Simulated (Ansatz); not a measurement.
# C2H10Al2O2 (SMILES C[O+]1[AlH2-][O+](C)[AlH2-]1): what the fields show

The calculation's input:

```
crystal:
  periodic: [false, false, false]
  atoms:
    - {symbol: C, position_ang: [-0.290126, -1.026818, 2.348111]}
    - {symbol: O, position_ang: [0.028675, -0.328169, 1.156961]}
    - {symbol: Al, position_ang: [0.983770, -0.951117, -0.293889]}
    - {symbol: O, position_ang: [-0.028699, 0.327900, -1.156834]}
    - {symbol: C, position_ang: [0.290308, 1.026425, -2.348041]}
    - {symbol: Al, position_ang: [-0.983681, 0.950935, 0.294092]}
    - {symbol: H, position_ang: [-1.337127, -0.858527, 2.611016]}
    - {symbol: H, position_ang: [-0.138948, -2.099413, 2.204289]}
    - {symbol: H, position_ang: [0.346540, -0.678779, 3.164200]}
    - {symbol: H, position_ang: [0.552960, -2.453707, -0.575537]}
    - {symbol: H, position_ang: [2.507491, -0.505042, -0.338160]}
    - {symbol: H, position_ang: [0.091722, 2.093149, -2.220445]}
    - {symbol: H, position_ang: [-0.311764, 0.644256, -3.174935]}
    - {symbol: H, position_ang: [1.349446, 0.898934, -2.583963]}
    - {symbol: H, position_ang: [-2.507838, 0.506437, 0.337913]}
    - {symbol: H, position_ang: [-0.552739, 2.453525, 0.575230]}
basis:
  gaussian: {orbitals: def2-TZVPP}
hamiltonian: {xc: pbe0, dispersion: d4}
output: {orbitals: {seedname: orbitals}}
```

Run with:

```sh
ansatz run in.yaml --threads 4 --pin off --events-out ev --progress --plain --max-ram 11315MiB
```

Geometry: PBE0-D4/def2-TZVP.

Theory: Ansatz 0.2.0, RKS PBE0-D4/def2-TZVPP.

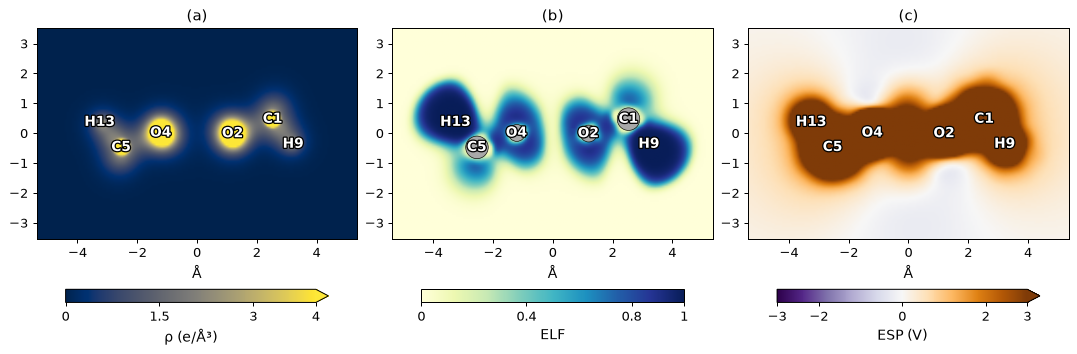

Figure 1. (a) total electron density; (b) ELF; (c) molecular electrostatic potential on the plane of atoms O4, C5 and H13. Grey discs cover the atomic cores in the ELF map.

> Read the bonding off the picture.

- The plane passes through C, O and H nuclei.
- C–O (1.42 Å): ρ at the midpoint is about 2 e/Å³, with its minimum of 1.7 e/Å³ about 0.5 Å from C; the ELF peaks at about 0.90 between the atoms (a shared but strongly polarised pair).
- C–H (1.09 Å): ρ is about 2.1 e/Å³ halfway; the ELF climbs to about 1 towards the hydrogen, as it does in any bond to H (a covalent bond by its length).
- The ELF also peaks beside O2 and O4, away from the bonds: lone-pair regions.
- The potential has no marked negative region in this plane.

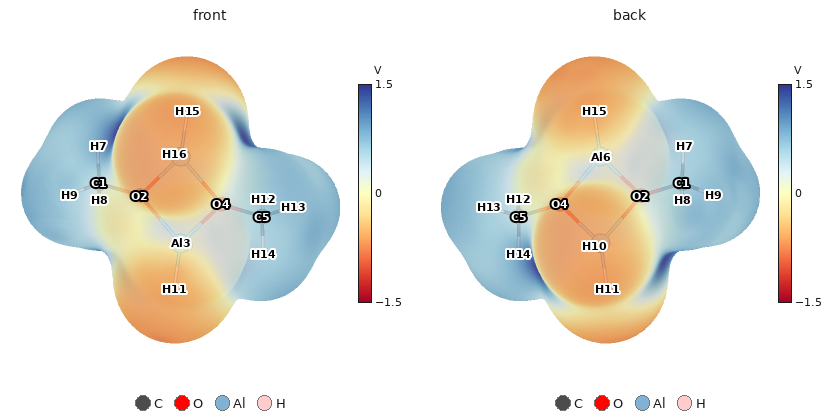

Figure 2. The molecular electrostatic potential painted on the density surface at 0.001 e/bohr³, seen from the front and from behind; red is negative and blue positive.

> Where is the surface potential most negative and most positive?

The most negative region (about −0.7 V) lies over H10, H11, H15 and H16, the most positive (about +1.4 V) over Al3 and Al6.

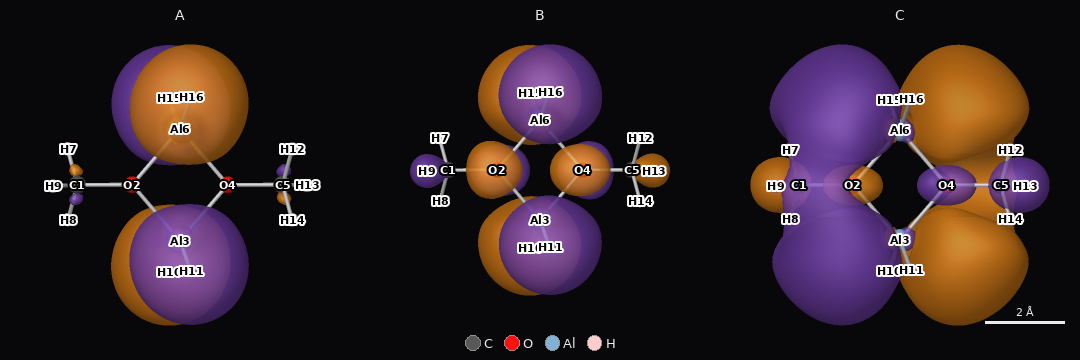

Figure 3. Three frontier orbitals at ±0.05 Å⁻³ᐟ² (orange and purple are the two phases), in no order.

> Order the three orbitals by energy and name them.

A is the HOMO−1 (−8.00 eV). By Hirshfeld shares it lies mainly on Al3 (about 20 %), Al6 (about 20 %), H10 (about 15 %), H11 (about 15 %), H15 (about 15 %) and H16 (about 15 %). B is the HOMO (−7.65 eV). Its weight (Hirshfeld) is mainly on Al3 (about 15 %), Al6 (about 15 %), H15 (about 15 %), H16 (about 15 %), H10 (about 15 %) and H11 (about 15 %). C is the LUMO (−0.40 eV). It lies mainly on Al3 (about 30 %) and Al6 (about 30 %).

> What is the HOMO–LUMO gap?

7.25 eV between the orbital energies.
